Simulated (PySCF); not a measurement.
**C$_{4}$H$_{6}$Cl$_{2}$Ge: density, localisation and related maps**

```xyz
13

Cl    3.0011    0.2043    0.4925
C     1.2940    0.2641    0.2715
C     0.5176    1.2697    0.6557
Ge   -1.3242    0.8311    0.1946
C    -0.7655   -1.0541   -0.0514
C     0.6781   -0.8750   -0.4847
Cl    0.6516   -0.3564   -2.2037
H     0.9043    2.1416    1.1527
H    -2.2995    1.0729    1.3101
H    -1.8299    1.5144   -1.0385
H    -0.7919   -1.5838    0.9023
H    -1.3178   -1.6430   -0.7790
H     1.2777   -1.7853   -0.4400
```

Geometry: GFN2-xTB.

All numbers below come from wB97X-D/def2-SVPD, SCF density, gas phase in PySCF 2.14.0.

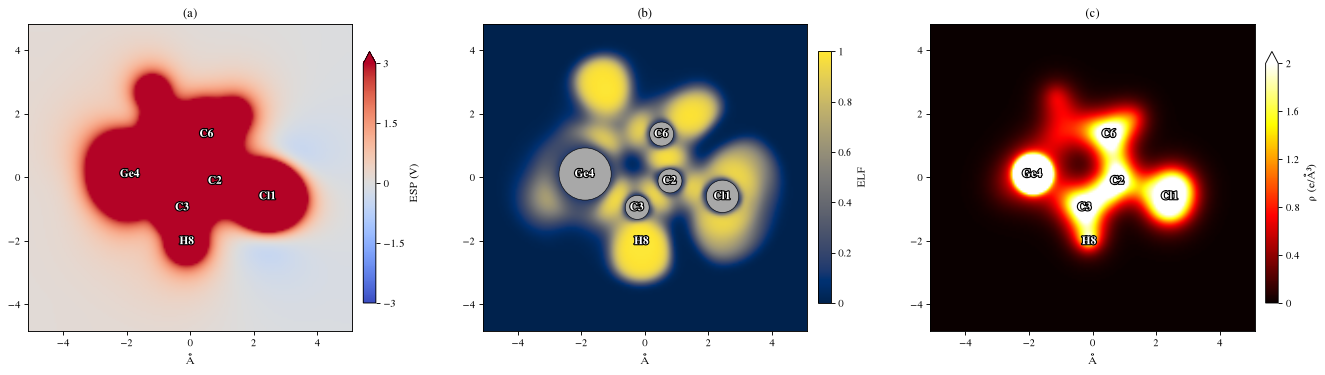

Figure 1. (a) electrostatic potential; (b) ELF; (c) total electron density on the plane of atoms Cl1, C2 and C6. Grey discs cover the atomic cores in the ELF map.

Q: Read the bonding off the picture.

A: The section cuts through Cl, C, Ge and H sites. C–C (1.33 Å): ρ at the midpoint is about 2.3 e/Å³; the ELF peaks at about 0.90 between the atoms (a multiple bond). C–Cl (1.72 Å): ρ at the midpoint is about 1.5 e/Å³; the ELF peaks at about 0.90 between the atoms; a covalent bond. C–Ge (1.95 Å): ρ is about 0.88 e/Å³ halfway; the ELF peaks at about 0.95 in the valence shell of C, 0.7 Å from its nucleus, and is about 0.70 at the midpoint. C–H (1.08 Å): the density is about 2 e/Å³ at the midpoint; the ELF climbs to about 1 towards the hydrogen, as it does in any bond to H: an ordinary covalent bond to hydrogen. C–C (1.50 Å): ρ at the midpoint is about 1.8 e/Å³; the ELF peaks at about 0.95 between the atoms; a shared electron pair. The ELF also peaks beside Cl1, away from the bonds: lone-pair regions. Outside the dense part of the molecule the potential is most negative (−0.5 V) near Cl1.

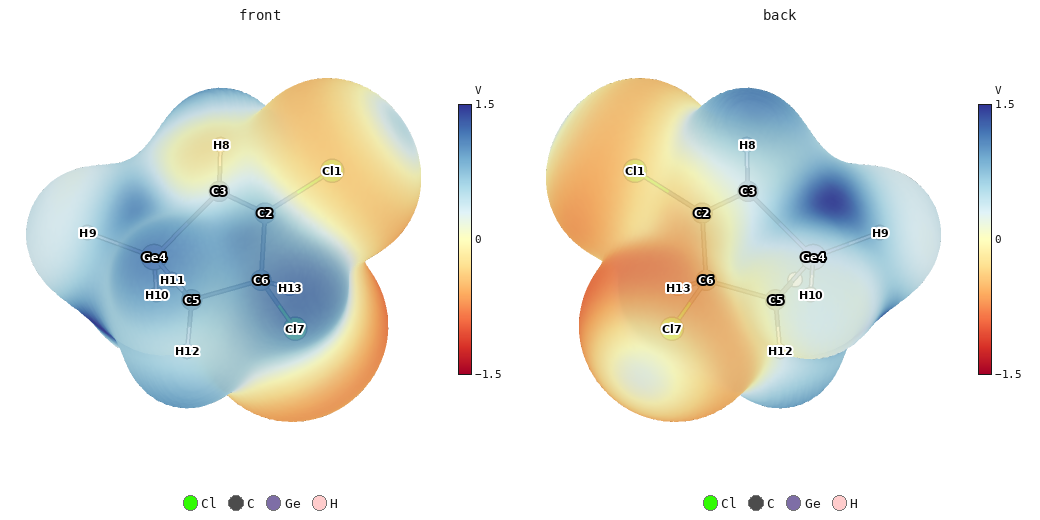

Figure 2. The electrostatic potential painted on the density surface at 0.002 e/bohr³, seen from the front and from behind; red is negative and blue positive.

Q: Which sites attract a positive test charge, and which a negative one?

A: A positive charge is drawn to the negative regions and a negative charge to the positive ones. The most negative region (about −0.8 V, or −18 kcal/mol for a unit charge) lies over Cl7, the most positive (about +1.4 V, or +32 kcal/mol for a unit charge) over Ge4. Cl1 shows a σ-hole: about +0.5 V, or +12 kcal/mol for a unit charge at the tip opposite its bond, against about −0.4 V, or −9 kcal/mol for a unit charge on its flanks. Cl7 shows a σ-hole: about +0.2 V at the tip opposite its bond, against about −0.5 V, or −12 kcal/mol for a unit charge on its flanks.
